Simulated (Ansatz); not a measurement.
AlH6O3P

The calculation's input:

```
crystal:
  periodic: [false, false, false]
  atoms:
    - {symbol: Al, position_ang: [-0.262942, -0.446540, 0.726598]}
    - {symbol: O, position_ang: [-1.352122, 0.743085, 1.320271]}
    - {symbol: O, position_ang: [1.275363, -0.592948, 1.478798]}
    - {symbol: O, position_ang: [-0.912383, -1.819561, -0.077692]}
    - {symbol: P, position_ang: [0.503721, 0.812655, -1.341252]}
    - {symbol: H, position_ang: [-1.165986, 1.219537, 2.130691]}
    - {symbol: H, position_ang: [1.701286, -1.446816, 1.567808]}
    - {symbol: H, position_ang: [-1.855814, -1.988043, -0.079593]}
    - {symbol: H, position_ang: [-0.465674, 1.257256, -2.275235]}
    - {symbol: H, position_ang: [1.212449, 2.030147, -1.182537]}
    - {symbol: H, position_ang: [1.387601, 0.174130, -2.247257]}
basis:
  gaussian:
    orbitals: def2-TZVPD
hamiltonian:
  xc: pbe0
output: {forces: true, orbitals: {seedname: orbitals}}
```

Launched as:

```sh
ansatz run input.yaml --threads 2 --pin off --max-ram 5220MiB --events-out events.jsonl --progress --plain --runs-dir runs
```

Geometry: PBE0-D4/def2-SVP.

Computed with isolated molecule in a Gaussian basis; Kohn-Sham density functional theory, functional PBE0 in Ansatz.

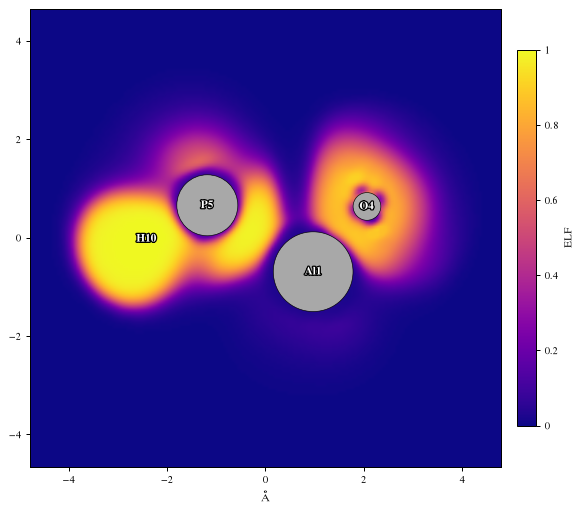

Figure 1. Electron localisation function on the plane of atoms O4, Al1 and P5. Grey discs cover the atomic cores.

What do the fields say about this system?

- The plane passes through Al, O, P and H nuclei.
- Al–O (1.72 Å): the ELF peaks at about 0.85 in the valence shell of O, 0.6 Å from its nucleus, and is about 0.50 at the midpoint.
- Al–P (2.54 Å): the ELF peaks at about 1 between the atoms: a covalent bond.
- P–H (1.42 Å): the ELF climbs to about 1 towards the hydrogen, as it does in any bond to H.
- The ELF also peaks beside O4, away from the bonds: lone-pair regions.

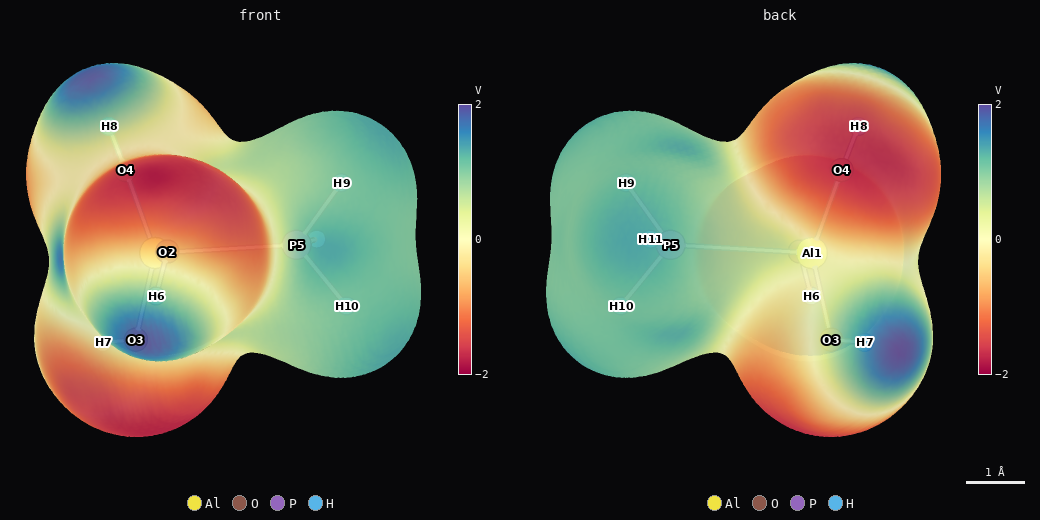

Figure 2. The molecular electrostatic potential painted on the density surface at 0.002 e/bohr³, seen from the front and from behind; the colour scale runs from red (negative) to blue (positive).

Which sites attract a positive test charge, and which a negative one?

A positive charge is drawn to the negative regions and a negative charge to the positive ones. The most negative region (about −1.8 V) lies over O2, O3 and O4, the most positive (about +1.9 V) over H6, H7 and H8.

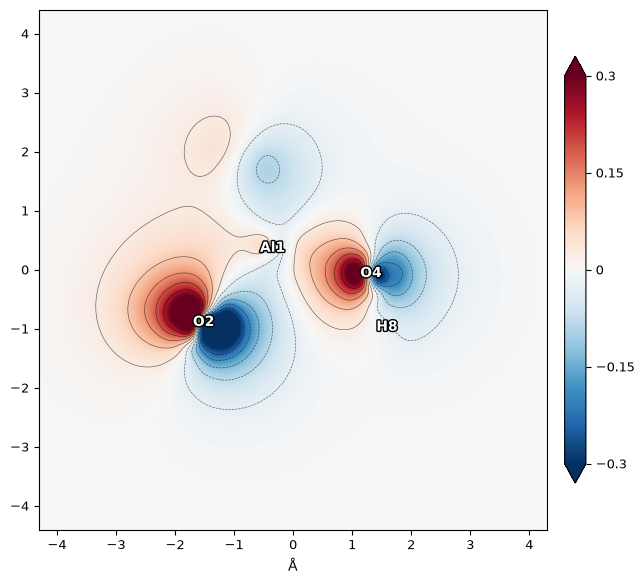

Figure 3. The HOMO−1 on the plane of atoms O2, Al1 and O4 (values in Å⁻³ᐟ²; the overall sign is arbitrary).

Describe this orbital and give its energy.

By Hirshfeld shares it lies mainly on O2 (about 40 %) and O4 (about 40 %); largely a combination of lone pairs on O2 and O4. It is one of a degenerate set, so its orientation is arbitrary. Its energy is −8.38 eV.
